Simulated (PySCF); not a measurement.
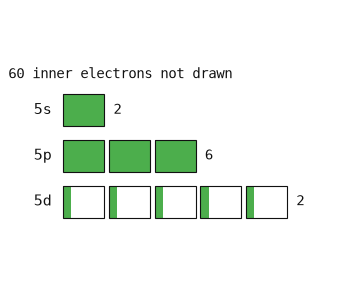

**Figure 1.** The outer shells of the nominal configuration: a box for each of the 2l + 1 orbitals, shaded by the share of the shell that is filled, with the electron count at the right.

Re⁵⁺: atomic calculation

Re⁵⁺, configuration 1s2 2s2 2p6 3s2 3p6 3d10 4s2 4p6 4d10 4f14 5s2 5p6 5d2, multiplicity 3. Computed at this level: unrestricted LDA, cc-pVTZ-PP with ECP60, scalar-relativistic core potential (PySCF).

**Input**
```python
from pyscf import gto, scf, dft, mp, cc
import basis_set_exchange as bse
txt = bse.get_basis("cc-pVTZ-PP", elements=["Re"], fmt="nwchem", header=False)
cut = txt.index("\nECP")
mol = gto.M(atom="Re 0 0 0", charge=5, spin=2, symmetry="D2h",
            basis=gto.basis.parse(txt[:cut]),
            ecp={"Re": gto.basis.parse_ecp(txt[cut:])})
mf = dft.UKS(mol, xc="LDA,VWN")
mf.irrep_nelec = {'Ag': (2, 1), 'B1g': (1, 0), 'B1u': (1, 1), 'B2u': (1, 1), 'B3u': (1, 1)}
mf.kernel()
```

The script is an equivalent of what the driver set up; the driver started from orbitals of its own, so the log can be shorter than this script's would be, and it computed the properties (radii, ⟨L²⟩, response) afterwards. It held the occupations shell by shell, which the script's counts by irreducible representation don't always enforce.

Hardware: 1 thread of INTEL XEON PLATINUM @ 2.30GHz, 23 GiB of memory available, shared host.

Launched within a batch (the task file carries these settings):
```bash
OMP_NUM_THREADS=1 python <driver script> TASK.json OUT
```

**Log (extracts)**
```
damping factor = 0
level_shift factor = 0
DIIS = <class 'pyscf.scf.diis.CDIIS'>
diis_start_cycle = 1
diis_space = 10
diis_damp = 0
SCF conv_tol = 1e-09
SCF conv_tol_grad = None
number electrons alpha = 6  beta = 4
XC functionals = LDA,VWN
    P. A. M. Dirac.,  Math. Proc. Cambridge Philos. Soc. 26, 376 (1930)
    F. Bloch.,  Z. Phys. 57, 545 (1929)
    S. H. Vosko, L. Wilk, and M. Nusair.,  Can. J. Phys. 58, 1200 (1980)
cycle= 1 E= -72.8846601827013  delta_E= -0.00203  |g|= 0.00454  |ddm|= 0.0754
cycle= 2 E= -72.8846655198234  delta_E= -5.34e-06  |g|= 0.00131  |ddm|= 0.00776
cycle= 3 E= -72.8846659727224  delta_E= -4.53e-07  |g|= 2.53e-05  |ddm|= 0.00191
cycle= 4 E= -72.8846659729039  delta_E= -1.81e-10  |g|= 3.87e-07  |ddm|= 3.96e-05
converged SCF energy = -72.8846659729039  <S^2> = 2.0001909  2S+1 = 3.0001272
```

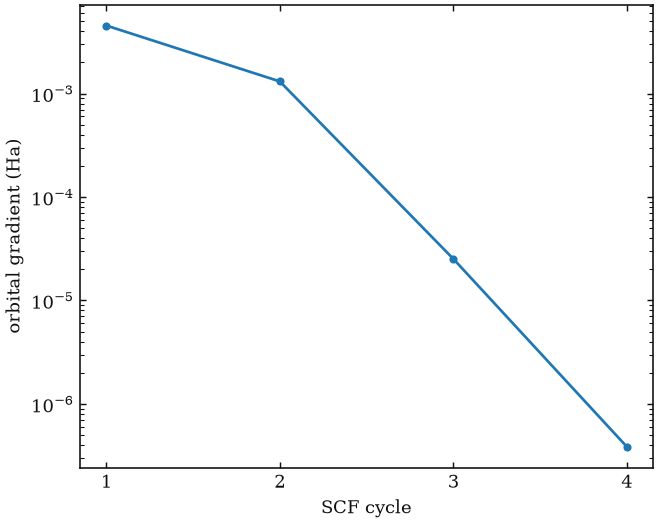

**Figure 2.** Convergence: orbital gradient against the SCF cycle. The residual falls at every step. It goes from 0.0045 to 3.9×10⁻⁷ in 4 steps.

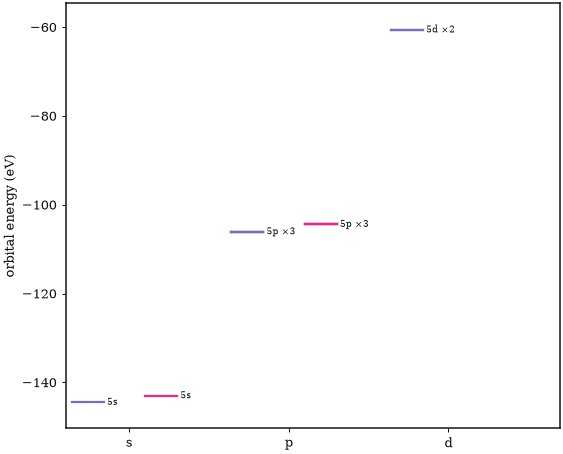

**Figure 3.** Orbital energies of the mean field, from the top down to −144.5 eV, by angular momentum, α spin at the left of each column and β at the right; ×n counts the orbitals under one label. The highest filled orbital is 5d α at −60.5 eV, the lowest empty one d α at −60.1 eV.

**What the run reported**

```
                                                quantity               value
                                                 outcome           converged
total energy (valence electrons, under a core potential)  −72.884666 hartree
                                                    ⟨S²⟩               2.000
                                                    ⟨L²⟩               12.00
                                          SCF iterations                   4
```

**What is odd here**

One thing in this input was made odd on purpose: basis of the neutral atom used for a highly charged ion. The program ran to the end. Its numbers are those of this setting; this run alone doesn't show how far the oddity moves them.
